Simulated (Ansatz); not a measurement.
# One shape, several levels: AlSiH5O2 (SMILES O[SiH2][O][AlH2])

Wanted: a comparison of 6 runs (CAM-B3LYP/cc-pVDZ, PBE-QIDH/cc-pVDZ, PBE/cc-pVDZ, PBE0/cc-pVDZ, MP2/cc-pVDZ, CCSD(T)/cc-pVDZ) of AlSiH5O2. 

The results are computed with Ansatz 0.2.0.

75 further runs of the same task are left out: 75 set aside as unsound or not needed. Runs told in other sessions of the task aren't counted.

### Step 1. The system as given

The species is AlSiH5O2 (9 atoms), meant as a singlet with charge 0. SMILES: `O[SiH2][O][AlH2]`. The Si2–H7 distance was set to 1.710 Å, away from the relaxed value.

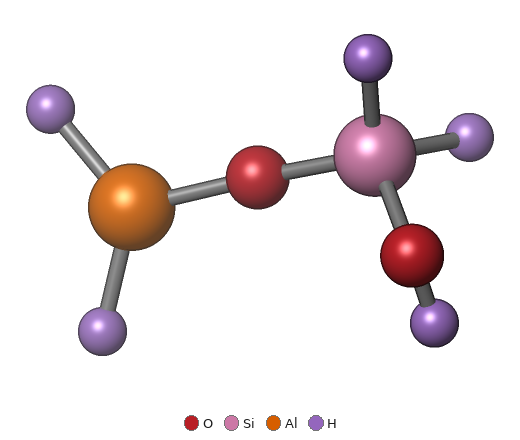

Viewed from a chosen angle; oxygen red, silicon pink, aluminium orange, hydrogen purple.

### Step 2. A single-point energy at CAM-B3LYP/cc-pVDZ (run 1)

The input, input.yaml:

```yaml
crystal:
  periodic: [false, false, false]
  atoms:
    - {symbol: O, position_ang: [-0.718541, 1.774160, -1.100331]}
    - {symbol: Si, position_ang: [0.249559, 1.141460, 0.064769]}
    - {symbol: O, position_ang: [0.327359, -0.474140, -0.004431]}
    - {symbol: Al, position_ang: [0.402259, -2.135740, -0.262731]}
    - {symbol: H, position_ang: [-1.664241, 1.650560, -1.013031]}
    - {symbol: H, position_ang: [1.582659, 1.727560, -0.197131]}
    - {symbol: H, position_ang: [-0.337300, 1.564900, 1.614200]}
    - {symbol: H, position_ang: [-0.882941, -2.850940, -0.838931]}
    - {symbol: H, position_ang: [1.742159, -2.885840, 0.103269]}
basis:
  gaussian: {orbitals: cc-pVDZ}
hamiltonian: {xc: {name: CAM-B3LYP}}
output: {orbitals: {seedname: orbitals}}
accuracy: high
```

Run with:

```
$ ansatz run input.yaml --threads 1 --pin off --max-ram 3480MiB --events-out events.jsonl --progress --plain --runs-dir runs
```

What it wrote:

```text
Warning: RAYON_NUM_THREADS=1 ignored (pool sized by the plan → 1); use --threads N
Functional definition: CAM-B3LYP
  name "CAM-B3LYP"
  parameter alpha = 0.19
  parameter beta = 0.46
  parameter omega = 0.33/bohr
  parameter ac = 0.81
  exchange = (1 - alpha - beta)*b88_x + beta*b88_x_sr(omega) + alpha*exact_x + beta*exact_x_lr(omega)
  correlation = (1 - ac)*vwn5_c + ac*lyp_c
2011 factors; integrals over basis functions are off by at most 3.5e-9 eV
459 factors; integrals over basis functions are off by at most 2.7e-9 eV
mean field evaluation 1: about -18644.0431 eV, gradient 6.6e1 eV
mean field evaluation 2: about -18636.3036 eV, gradient 9.3e1 eV
mean field evaluation 4: about -18651.4666 eV, gradient 4.7e0 eV
mean field evaluation 8: about -18651.6073 eV, gradient 1.0e-1 eV
mean field evaluation 16: about -18651.6073 eV, gradient 7.4e-6 eV
mean field -18651.60728893 eV, -685.4339253546 hartree, gradient 6.7e-8 eV, S^2 0.000000; 0 other end points of the search recorded, 0 dependent functions left out
reference -18651.60731113 eV, -685.4339261706 hartree; 24, 24 occupied and 65, 65 virtual orbitals, 2011 factors
Total energy: -18651.60731113 eV, -685.4339261706 hartree
```

It took 11 s on 1 thread of Arm Neoverse V2, shared host; peak memory 0.35 GiB.

### Step 3. A single-point energy at PBE-QIDH/cc-pVDZ (run 2)

The input, run.yaml:

```yaml
crystal:
  periodic: [false, false, false]
  atoms:
    - {symbol: O, position_ang: [-0.718541, 1.774160, -1.100331]}
    - {symbol: Si, position_ang: [0.249559, 1.141460, 0.064769]}
    - {symbol: O, position_ang: [0.327359, -0.474140, -0.004431]}
    - {symbol: Al, position_ang: [0.402259, -2.135740, -0.262731]}
    - {symbol: H, position_ang: [-1.664241, 1.650560, -1.013031]}
    - {symbol: H, position_ang: [1.582659, 1.727560, -0.197131]}
    - {symbol: H, position_ang: [-0.337300, 1.564900, 1.614200]}
    - {symbol: H, position_ang: [-0.882941, -2.850940, -0.838931]}
    - {symbol: H, position_ang: [1.742159, -2.885840, 0.103269]}
basis:
  gaussian:
    orbitals: cc-pVDZ
magnetization:
  spin_polarized: false
  initial_magnetization: 0
hamiltonian:
  xc: {name: PBE-QIDH}
correlation:
  frozen_orbitals: {Al: 5, H: 0, O: 1, Si: 5}
accuracy: high
output:
  orbitals: {seedname: orbitals}
```

Run with:

```
$ ansatz run run.yaml --threads 1 --pin off --max-ram 3480MiB --events-out events.jsonl --progress --plain --runs-dir runs
```

What it wrote, cut to the lines that bear on the results:

```text
Warning: RAYON_NUM_THREADS=1 ignored (pool sized by the plan → 1); use --threads N
Functional definition: PBE-QIDH
  name "PBE-QIDH"
[...]
2011 factors; integrals over basis functions are off by at most 3.5e-9 eV
[...]
mean field -18629.80005582 eV, -684.6325243195 hartree, gradient 2.5e-8 eV, S^2 0.000000; 0 other end points of the search recorded, 0 dependent functions left out
12 core orbitals not correlated: weight in the atoms' cores, before any rotation towards them, 1.000 or more for the frozen orbitals, at most 0.000 for the correlated occupied ones
reference -18629.80005714 eV, -684.6325243677 hartree; 12, 12 occupied and 65, 65 virtual orbitals, 2011 factors
second order -16.44483954 eV of doubles, -0.00000000 eV of singles
Total energy: -18635.28167032 eV, -684.8339699366 hartree
```

Wall time 11 s (1 thread of Arm Neoverse V2, shared host); peak memory 0.31 GiB.

Run 3 isn't shown in full; the table further down has it.

### Step 4. The energy at PBE0/cc-pVDZ (run 4)

Changes to run.yaml since step 3:

```diff
@@ -15,11 +15,5 @@
     orbitals: cc-pVDZ
-magnetization:
-  spin_polarized: false
-  initial_magnetization: 0
 hamiltonian:
-  xc: {name: PBE-QIDH}
-correlation:
-  frozen_orbitals: {Al: 5, H: 0, O: 1, Si: 5}
+  xc: pbe0
 accuracy: high
-output:
-  orbitals: {seedname: orbitals}
+output: {orbitals: {seedname: orbitals}}
```

Run with:

```
$ ansatz run run.yaml --threads 1 --pin off --max-ram 3480MiB --events-out events.jsonl --progress --plain --runs-dir runs
```

What it wrote:

```text
Warning: RAYON_NUM_THREADS=1 ignored (pool sized by the plan → 1); use --threads N
Functional definition: PBE0
  name "PBE0"
  parameter a = 0.25
  parameter kappa = 0.804
  parameter beta = 0.06672455060314922
  exchange = (1 - a)*pbe_x(kappa = kappa, mu = beta*pi^2/3) + a*exact_x
  correlation = pbe_c(beta = beta)
2011 factors; integrals over basis functions are off by at most 3.5e-9 eV
mean field evaluation 1: about -18634.0006 eV, gradient 6.7e1 eV
mean field evaluation 2: about -18617.2398 eV, gradient 1.1e2 eV
mean field evaluation 4: about -18641.4516 eV, gradient 7.7e0 eV
mean field evaluation 8: about -18641.6940 eV, gradient 2.1e-1 eV
mean field evaluation 16: about -18641.6941 eV, gradient 5.5e-6 eV
mean field -18641.69408627 eV, -685.0696218764 hartree, gradient 2.2e-8 eV, S^2 0.000000; 0 other end points of the search recorded, 0 dependent functions left out
reference -18641.69408949 eV, -685.0696219948 hartree; 24, 24 occupied and 65, 65 virtual orbitals, 2011 factors
Total energy: -18641.69408949 eV, -685.0696219948 hartree
```

Wall time 10 s (1 thread of Arm Neoverse V2, shared host); peak memory 0.31 GiB.

Run 5 isn't shown in full; the table further down has it.

### Step 5. A single-point energy at CCSD(T)/cc-pVDZ (run 6)

Changes to input.yaml since step 2:

```diff
@@ -14,4 +14,4 @@
   gaussian: {orbitals: cc-pVDZ}
-hamiltonian: {xc: {name: CAM-B3LYP}}
-output: {orbitals: {seedname: orbitals}}
+correlation: {method: ccsd_t, frozen_orbitals: {Al: 5, H: 0, O: 1, Si: 5}}
 accuracy: high
+scf: {omitted_lower_state_checks: [cluster_reference, increment]}
```

Run with:

```
$ ansatz run input.yaml --threads 1 --pin off --max-ram 3480MiB --events-out events.jsonl --progress --plain --runs-dir runs
```

What it wrote, cut to the lines that bear on the results:

```text
Warning: RAYON_NUM_THREADS=1 ignored (pool sized by the plan → 1); use --threads N
Functional definition: HF
  name "HF"
[...]
2011 factors; integrals over basis functions are off by at most 3.5e-9 eV
[...]
mean field -18601.87938037 eV, -683.6064584218 hartree, gradient 6.6e-9 eV, S^2 0.000000; 0 other end points of the search recorded, 0 dependent functions left out
12 core orbitals not correlated: weight in the atoms' cores, before any rotation towards them, 1.000 or more for the frozen orbitals, at most 0.000 for the correlated occupied ones
reference -18601.87938037 eV, -683.6064584218 hartree; 12, 12 occupied and 65, 65 virtual orbitals, 2011 factors
second order -14.53259163 eV of doubles, -0.00000000 eV of singles
cycle   1  -15.00826940 eV  change   -4.8e-1 eV  update   1.0e-1
[...]
cycle  22  -15.56707145 eV  change   8.0e-10 eV  update   1.4e-9
perturbative correction -0.32323857 eV, -0.0118787983 hartree
Total energy: -18617.76969039 eV, -684.1904165443 hartree
Checks for a lower state left out: cluster_reference, increment
```

Run time: 23 s. Hardware: 1 thread of Arm Neoverse V2, shared host; peak memory 0.49 GiB.

### Step 6. All runs side by side

| run | level | frozen core orbitals | energy (Eh) | HOMO energy (eV) | LUMO energy (eV) | HOMO–LUMO gap (eV) | wall time |
| --- | --- | --- | --- | --- | --- | --- | --- |
| 1 | CAM-B3LYP/cc-pVDZ | – | -685.433926 | -9.46 | -0.25 | 9.21 | 11 s |
| 2 | PBE-QIDH/cc-pVDZ | 12 | -684.833970 | -10.27 | 0.31 | 10.58 | 11 s |
| 3 | PBE/cc-pVDZ | – | -685.008137 | -6.73 | -1.96 | 4.77 | 8.4 s |
| 4 | PBE0/cc-pVDZ | – | -685.069622 | -8.10 | -1.19 | 6.91 | 10 s |
| 5 | MP2/cc-pVDZ | 12 | -684.140521 | – | – | – | 3.9 s |
| 6 | CCSD(T)/cc-pVDZ | 12 | -684.190417 | – | – | – | 23 s |

### Step 7. Results

| quantity | value |
| --- | --- |
| run 6: total energy | -684.19042 Eh |
| run 6: correlation energy (12 core orbitals frozen) | -584.0 mEh |
| run 6: (T) correction | -11.88 mEh |
| run 6: T1 diagnostic | 0.013 |

Over runs 1, 2, 3, 4 the HOMO–LUMO gap runs from 4.77 eV (PBE/cc-pVDZ) to 10.58 eV (PBE-QIDH/cc-pVDZ). A double hybrid's value is that of its SCF part. Totals of different functionals can't be ranked against each other. All runs together took 67 s, the longest 23 s.
